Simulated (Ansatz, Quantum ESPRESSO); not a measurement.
# KNbTe3 (Pm-3m): zone-centre phonons

Which modes does KNbTe3 (Pm-3m) have at the zone centre?

Method: DFT LDA, scalar-relativistic, plane waves, PseudoDojo norm-conserving pseudopotentials, in Quantum ESPRESSO 8.0 development, patched.

The structure was built from a prototype and need not be the compound's stable phase.

## (1) Set-up

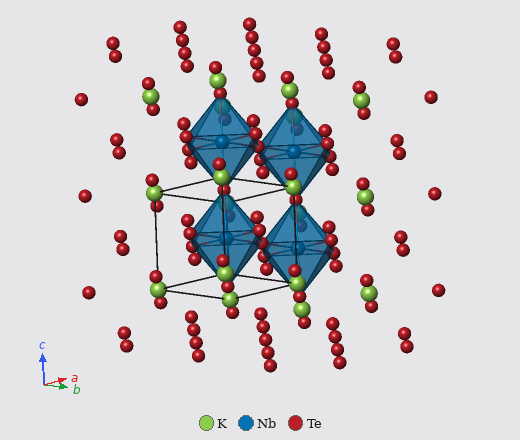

The cell as given, from a free direction (potassium green, niobium blue, tellurium red). 1×2×2 cells are drawn. Some periodic images of atoms are drawn too.

As a file:

```cif
data_structure
_symmetry_space_group_name_H-M 'P 1'
_symmetry_Int_Tables_number 1
_cell_length_a 5.5290
_cell_length_b 5.5290
_cell_length_c 5.5290
_cell_angle_alpha 90.000
_cell_angle_beta 90.000
_cell_angle_gamma 90.000
_cell_volume 169.02
loop_
_atom_site_label
_atom_site_type_symbol
_atom_site_fract_x
_atom_site_fract_y
_atom_site_fract_z
_atom_site_occupancy
K1 K 0.00000 0.00000 0.00000 1
Nb2 Nb 0.50000 0.50000 0.50000 1
Te3 Te 0.50000 0.50000 0.00000 1
Te4 Te 0.50000 0.00000 0.50000 1
Te5 Te 0.00000 0.50000 0.50000 1
```

## (2) A probe with smearing

A cheap run with smearing and empty bands tells whether the crystal has a gap, which decides between fixed occupations and smearing later on.

probe.in

```
 &control
    calculation='scf',
    prefix='x',
    outdir='./tmp',
    pseudo_dir='./pseudo',
    tprnfor=.true.,
    tstress=.true.,
    verbosity='high',
 /
 &system
    ibrav=1,
    celldm(1)=10.44829574,
    nat=5,
    ntyp=3,
    ecutwfc=82.0,
    occupations='smearing',
    smearing='gaussian',
    degauss=0.01,
 /
 &electrons
    conv_thr=1.0d-07,
    mixing_beta=0.7,
    electron_maxstep=100,
 /
ATOMIC_SPECIES
 K      39.0983  K.upf
 Nb     92.9064  Nb.upf
 Te    127.6000  Te.upf
ATOMIC_POSITIONS crystal
 K      0.000000000   0.000000000   0.000000000
 Nb     0.500000000   0.500000000   0.500000000
 Te     0.500000000   0.500000000   0.000000000
 Te     0.500000000   0.000000000   0.500000000
 Te     0.000000000   0.500000000   0.500000000
K_POINTS automatic
 4 4 4 0 0 0
```

Started as:

```bash
$ OMP_NUM_THREADS=1 mpirun -n 4 pw.x -nk 4 -in probe.in > probe.out
```

Log:

```text
[banners, grids, parts of the stress and lines that vanish by symmetry left out]
Program PWSCF v.8.0dev
     bravais-lattice index     =            1
     lattice parameter (alat)  =      10.4483  a.u.
[...]
kinetic-energy cutoff     =      82.0000  Ry
     charge density cutoff     =     328.0000  Ry
     scf convergence threshold =      1.0E-07
[...]
Exchange-correlation= SLA-PW-NOGX-NOGC
                           (   1   4   0   0   0   0   0)
[...]
48 Sym. Ops., with inversion, found
[...]
(     0          1          0      )
                  (     0          0          1      )
[...]
(  0.0000000  1.0000000  0.0000000 )
                  (  0.0000000  0.0000000  1.0000000 )
[...]
(     0         -1          0      )
                  (     0          0          1      )
[...]
( -1.0000000  0.0000000  0.0000000 )
                  (  0.0000000  1.0000000  0.0000000 )
[...]
number of k points=    10  Gaussian smearing, width (Ry)=  0.0100
[...]
End of self-consistent calculation
[...]
the Fermi energy is     7.6574 ev
!    total energy              =    -812.45649403 Ry
[...]
convergence has been achieved in   8 iterations
[...]
atom    1 type  1   force =     0.00000000    0.00000000    0.00000000
     atom    2 type  2   force =     0.00000000    0.00000000    0.00000000
     atom    3 type  3   force =     0.00000000    0.00000000    0.00000000
     atom    4 type  3   force =     0.00000000    0.00000000    0.00000000
     atom    5 type  3   force =     0.00000000    0.00000000    0.00000000
[...]
Total force =     0.000000     Total SCF correction =     0.000000
[...]
total   stress  (Ry/bohr**3)                   (kbar)     P=      -32.70
[...]
XML data file, charge density, pseudopotentials, collected wavefunctions

   JOB DONE.
```

Elapsed: 27 s, on 4 MPI ranks of Intel Xeon Platinum 8375C at 2.90GHz (Ice Lake), shared host; 1.8 min of CPU time.

Read from the output:

- volume per atom: 33.80 Å³
- pressure: -3.270 GPa
- gap on the k-mesh: 0 eV

No gap opens on this mesh, so smearing is kept; the start stands at -3.3 GPa.

## (3) Relaxing the cell and atoms

The relaxation runs at a cutoff a fifth above that of the response, since stress converges more slowly with the basis than frequencies do. Forces and stress are brought to rest with tight thresholds.

relax.in

```
 &control
    calculation='vc-relax',
    prefix='x',
    outdir='./tmp',
    pseudo_dir='./pseudo',
    tprnfor=.true.,
    tstress=.true.,
    forc_conv_thr=2.0d-05,
    etot_conv_thr=1.0d-07,
    nstep=40,
 /
 &system
    ibrav=1,
    celldm(1)=10.44829574,
    nat=5,
    ntyp=3,
    ecutwfc=98,
    occupations='smearing',
    smearing='mv',
    degauss=0.02,
 /
 &electrons
    conv_thr=1.0d-11,
    mixing_beta=0.7,
    electron_maxstep=100,
 /
 &ions
 /
 &cell
    press_conv_thr=0.2,
 /
ATOMIC_SPECIES
 K      39.0983  K.upf
 Nb     92.9064  Nb.upf
 Te    127.6000  Te.upf
ATOMIC_POSITIONS crystal
 K      0.000000000   0.000000000   0.000000000
 Nb     0.500000000   0.500000000   0.500000000
 Te     0.500000000   0.500000000   0.000000000
 Te     0.500000000   0.000000000   0.500000000
 Te     0.000000000   0.500000000   0.500000000
K_POINTS automatic
 6 6 6 0 0 0
```

Started as:

```bash
$ OMP_NUM_THREADS=1 mpirun -n 4 pw.x -nk 4 -in relax.in > relax.out
```

Log:

```text
[banners, grids, parts of the stress and lines that vanish by symmetry left out]
[banner, memory and clock lines left out]
Program PWSCF v.8.0dev

[...]
kinetic-energy cutoff     =      98.0000  Ry
     charge density cutoff     =     392.0000  Ry
     scf convergence threshold =      1.0E-11
[...]
energy convergence thresh.=      1.0E-07
     force convergence thresh. =      2.0E-05
     press convergence thresh. =      2.0E-01
     Exchange-correlation= SLA-PW-NOGX-NOGC
                           (   1   4   0   0   0   0   0)
[...]
48 Sym. Ops., with inversion, found
[...]
number of k points=    20  Marzari-Vanderbilt smearing, width (Ry)=  0.0200
[...]
c_bands:  1 eigenvalues not converged
[...]
End of self-consistent calculation
[...]
the Fermi energy is     7.6941 ev
!    total energy              =    -812.45014671 Ry
[...]
convergence has been achieved in  11 iterations
[...]
atom    1 type  1   force =     0.00000000    0.00000000    0.00000000
     atom    2 type  2   force =     0.00000000    0.00000000    0.00000000
     atom    3 type  3   force =     0.00000000    0.00000000    0.00000000
     atom    4 type  3   force =     0.00000000    0.00000000    0.00000000
     atom    5 type  3   force =     0.00000000    0.00000000    0.00000000
     Total force =     0.000000     Total SCF correction =     0.000000
[...]
total   stress  (Ry/bohr**3)                   (kbar)     P=      -30.37
[...]
number of bfgs steps    =   0
[...]
CELL_PARAMETERS (alat= 10.44829574)
[...]
ATOMIC_POSITIONS (crystal)
K                0.0000000000        0.0000000000        0.0000000000
Nb               0.5000000000        0.5000000000        0.5000000000
Te               0.5000000000        0.5000000000        0.0000000000
Te               0.5000000000        0.0000000000        0.5000000000
[...]
New effective cutoffs (rho, wfc):  395.72   99.01
[...]
End of self-consistent calculation
[...]
the Fermi energy is     7.8968 ev
!    total energy              =    -812.45338954 Ry
[...]
convergence has been achieved in   9 iterations
[...]
atom    1 type  1   force =     0.00000000    0.00000000    0.00000000
     atom    2 type  2   force =     0.00000000    0.00000000    0.00000000
     atom    3 type  3   force =     0.00000000    0.00000000    0.00000000
     atom    4 type  3   force =     0.00000000    0.00000000    0.00000000
     atom    5 type  3   force =     0.00000000    0.00000000    0.00000000
     Total force =     0.000000     Total SCF correction =     0.000000
[...]
total   stress  (Ry/bohr**3)                   (kbar)     P=      -23.82
[...]
number of bfgs steps    =   1
[...]
CELL_PARAMETERS (alat= 10.44829574)
[...]
ATOMIC_POSITIONS (crystal)
[...]
New effective cutoffs (rho, wfc):  401.96  100.57
[...]
End of self-consistent calculation
[...]
the Fermi energy is     8.2085 ev
!    total energy              =    -812.45666274 Ry
[...]
convergence has been achieved in  10 iterations
[...]
atom    1 type  1   force =     0.00000000    0.00000000    0.00000000
     atom    2 type  2   force =     0.00000000    0.00000000    0.00000000
     atom    3 type  3   force =     0.00000000    0.00000000    0.00000000
     atom    4 type  3   force =     0.00000000    0.00000000    0.00000000
[...]
Total force =     0.000000     Total SCF correction =     0.000000
[...]
total   stress  (Ry/bohr**3)                   (kbar)     P=      -12.95
[...]
number of bfgs steps    =   2
[...]
CELL_PARAMETERS (alat= 10.44829574)
[...]
ATOMIC_POSITIONS (crystal)
[...]
New effective cutoffs (rho, wfc):  409.31  102.41
[...]
End of self-consistent calculation
[...]
the Fermi energy is     8.5789 ev
!    total energy              =    -812.45786864 Ry
[...]
convergence has been achieved in  10 iterations
[...]
Total force =     0.000000     Total SCF correction =     0.000000
[...]
total   stress  (Ry/bohr**3)                   (kbar)     P=        1.26
[...]
number of bfgs steps    =   3
[...]
CELL_PARAMETERS (alat= 10.44829574)
[...]
ATOMIC_POSITIONS (crystal)
[...]
New effective cutoffs (rho, wfc):  408.67  102.25
[...]
c_bands: 1 eigenvalues not converged on the other pools
[...]
End of self-consistent calculation
[...]
the Fermi energy is     8.5461 ev
!    total energy              =    -812.45787900 Ry
[...]
convergence has been achieved in  10 iterations
[...]
Total force =     0.000000     Total SCF correction =     0.000000
[...]
total   stress  (Ry/bohr**3)                   (kbar)     P=       -0.06
[...]
number of bfgs steps    =   4
[...]
CELL_PARAMETERS (alat= 10.44829574)
[...]
ATOMIC_POSITIONS (crystal)
[...]
New effective cutoffs (rho, wfc):  408.69  102.26
[...]
End of self-consistent calculation
[...]
the Fermi energy is     8.5475 ev
!    total energy              =    -812.45787902 Ry
[...]
convergence has been achieved in   6 iterations
[...]
atom    3 type  3   force =     0.00000000    0.00000000    0.00000000
     atom    4 type  3   force =     0.00000000    0.00000000    0.00000000
     atom    5 type  3   force =     0.00000000    0.00000000    0.00000000
     Total force =     0.000000     Total SCF correction =     0.000000
[...]
total   stress  (Ry/bohr**3)                   (kbar)     P=       -0.00
[...]
bfgs converged in   6 scf cycles and   5 bfgs steps
[...]
End of BFGS Geometry Optimization
     Final enthalpy           =    -812.4578790172 Ry
     File ./tmp/x.bfgs deleted, as requested
[...]
CELL_PARAMETERS (alat= 10.44829574)
[...]
ATOMIC_POSITIONS (crystal)
[...]
Te               0.5000000000        0.0000000000        0.5000000000
Te               0.0000000000        0.5000000000        0.5000000000
[...]
Final scf calculation at the relaxed structure.
[...]
kinetic-energy cutoff     =      98.0000  Ry
     charge density cutoff     =     392.0000  Ry
     scf convergence threshold =      1.0E-13
[...]
press convergence thresh. =      2.0E-01
     Exchange-correlation= SLA-PW-NOGX-NOGC
                           (   1   4   0   0   0   0   0)
[...]
48 Sym. Ops., with inversion, found
[...]
number of k points=    20  Marzari-Vanderbilt smearing, width (Ry)=  0.0200
[...]
End of self-consistent calculation
[...]
the Fermi energy is     8.5476 ev
!    total energy              =    -812.45780122 Ry
[...]
convergence has been achieved in  13 iterations
[...]
atom    1 type  1   force =     0.00000000    0.00000000    0.00000000
     atom    2 type  2   force =     0.00000000    0.00000000    0.00000000
     atom    3 type  3   force =     0.00000000    0.00000000    0.00000000
     atom    4 type  3   force =     0.00000000    0.00000000    0.00000000
     atom    5 type  3   force =     0.00000000    0.00000000    0.00000000
     Total force =     0.000000     Total SCF correction =     0.000000
[...]
total   stress  (Ry/bohr**3)                   (kbar)     P=        0.05
[...]
XML data file, charge density, pseudopotentials, collected wavefunctions
```

Wall time 7 min (4 MPI ranks).

Relaxation path:

```tsv
step	energy less that of the first step (eV)	largest force (eV/Å)	pressure (GPa)	volume (Å³)
1	0.0000	0.0000	-3.04	169.02
2	-0.0441	0.0000	-2.38	166.42
3	-0.0887	0.0000	-1.29	162.56
4	-0.1051	0.0000	0.13	158.20
5	-0.1052	0.0000	-0.01	158.57
6	-0.1052	0.0000	0.00	158.56
7	-0.1041	0.0000	0.01	158.56
```

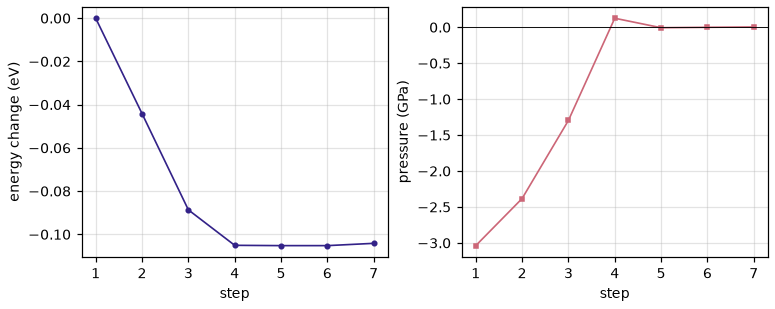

Energy and pressure along the relaxation.

```tsv
conventional cell, symmetrised	before	after	change
a (Å)	5.529	5.412	-2.1 %
b (Å)	5.529	5.412	-2.1 %
c (Å)	5.529	5.412	-2.1 %
volume (Å³/atom)	33.80	31.71	-6.2 %
```

The relaxed structure:

```
K Nb Te
1.0
     5.41248    0.00000    0.00000
     0.00000    5.41248    0.00000
     0.00000    0.00000    5.41248
K Nb Te
1 1 3
Direct
  0.00000 0.00000 0.00000
  0.50000 0.50000 0.50000
  0.50000 0.50000 0.00000
  0.50000 0.00000 0.50000
  0.00000 0.50000 0.50000
```

The last row of the table of steps is pw.x's closing run on a basis chosen anew for the final cell, so its energy can jump.

Numbers from this step:

- volume per atom: 31.71 Å³
- pressure: 0.005 GPa

The volume changes by -6.2 % from the cell with which this run began.

## (4) Ground state

The response is built on this ground state, so it is converged far tighter than an energy would need. Smearing stays on, as the first look found no gap above 0.3 eV.

scf.in

```
 &control
    calculation='scf',
    prefix='x',
    outdir='./tmp',
    pseudo_dir='./pseudo',
    tprnfor=.true.,
    tstress=.true.,
 /
 &system
    ibrav=1,
    celldm(1)=10.22810857,
    nat=5,
    ntyp=3,
    ecutwfc=82.0,
    occupations='smearing',
    smearing='mv',
    degauss=0.02,
 /
 &electrons
    conv_thr=1.0d-12,
    mixing_beta=0.7,
    electron_maxstep=100,
 /
ATOMIC_SPECIES
 K      39.0983  K.upf
 Nb     92.9064  Nb.upf
 Te    127.6000  Te.upf
ATOMIC_POSITIONS crystal
 K      0.000000000   0.000000000   0.000000000
 Nb     0.500000000   0.500000000   0.500000000
 Te     0.500000000   0.500000000   0.000000000
 Te     0.500000000   0.000000000   0.500000000
 Te     0.000000000   0.500000000   0.500000000
K_POINTS automatic
 6 6 6 0 0 0
```

Started as:

```bash
$ OMP_NUM_THREADS=1 mpirun -n 4 pw.x -nk 4 -in scf.in > scf.out
```

Log:

```text
[banners, grids, parts of the stress and lines that vanish by symmetry left out]
[banner, memory and clock lines left out]
Program PWSCF v.8.0dev

[...]
kinetic-energy cutoff     =      82.0000  Ry
     charge density cutoff     =     328.0000  Ry
     scf convergence threshold =      1.0E-12
[...]
Exchange-correlation= SLA-PW-NOGX-NOGC
                           (   1   4   0   0   0   0   0)
[...]
48 Sym. Ops., with inversion, found
[...]
number of k points=    20  Marzari-Vanderbilt smearing, width (Ry)=  0.0200
[...]
End of self-consistent calculation
[...]
the Fermi energy is     8.5477 ev
!    total energy              =    -812.45760040 Ry
[...]
convergence has been achieved in  13 iterations
[...]
atom    1 type  1   force =     0.00000000    0.00000000    0.00000000
     atom    2 type  2   force =     0.00000000    0.00000000    0.00000000
     atom    3 type  3   force =     0.00000000    0.00000000    0.00000000
     atom    4 type  3   force =     0.00000000    0.00000000    0.00000000
     atom    5 type  3   force =     0.00000000    0.00000000    0.00000000
     Total force =     0.000000     Total SCF correction =     0.000000
[...]
total   stress  (Ry/bohr**3)                   (kbar)     P=       -0.02
[...]
XML data file, charge density, pseudopotentials, collected wavefunctions
```

Wall time 47 s (4 MPI ranks).

This step gave:

```
pressure : -0.002 GPa
```

The cell stands at -0.002 GPa, close enough for phonons.

[end of part 1 of 3]

[Host names and launcher messages were left out of these logs when they were recorded.]

[Logs are printed without paths, hosts, clocks, repeated set-up lines and the standing remarks that a program may print on its own settings, such as how far it seeks lower states.]

[Hosts, paths, dates, database ids (printed as entryN), source tags and the programs' standing remarks are cut or masked in the printed files.]
